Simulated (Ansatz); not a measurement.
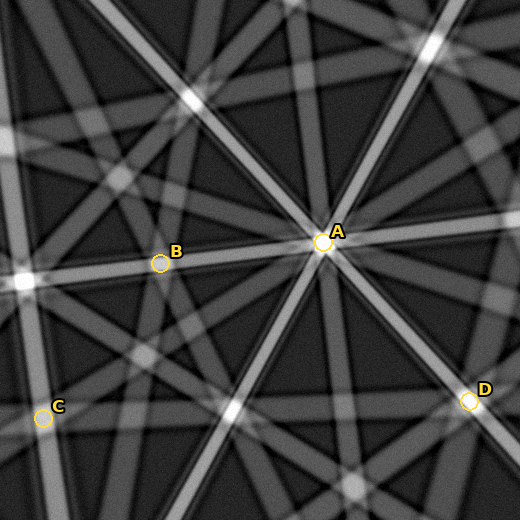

Simulated Kikuchi (electron backscatter) pattern at 30 kV: kinematic bands of width 2θ(Bragg) in gnomonic projection, seen from the camera side; the frame spans ±37° from its centre. Crystal: SrOs3, space group Pm-3m (No. 221), a = 4.07 Å. Structure: the input geometry of an electronic-structure calculation (not necessarily at equilibrium); the starting structure was generated, so it need not be a known form of this composition.

Pole A is [110] and pole B is [310].

Index the poles C and D.

Answer. C is [30-1], 47.9° from A and 25.8° from B. D is [12-1], 30.0° from A and 49.8° from B.

Which band joins A and B, and how wide is it?

Answer. It comes from the planes common to both zones. The strongest order is 0 0 2 with d = 2.034 Å, so the band is 2θ = 2.0° wide (λ = 0.0698 Å). Other orders of the same planes (0 0 4) lie on the same centre line with other widths.
